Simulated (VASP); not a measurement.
Band structure of MnF$_{2}$ (rutile). Calculation: PBE GGA with D3 dispersion (zero damping), VASP's PBE PAW potentials (set 64) (plane waves; VASP).

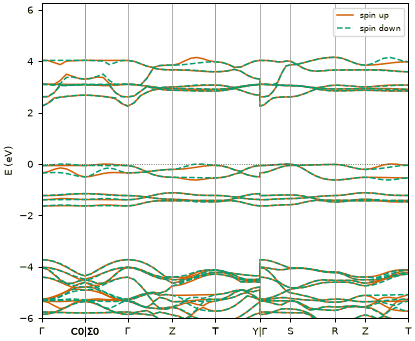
Figure. Bands along high-symmetry lines, zero at the valence-band maximum or, without a gap, the Fermi level

Task: Read the plot: is there a gap, and where are the band edges?

Result: The gap is indirect, 2.25 eV, from the valence maximum at Z-A0 at 0.57 to the conduction minimum at Γ. (Edges off the drawn lines would not show.)

The compound is MnF2 in the rutile structure. It was relaxed first.
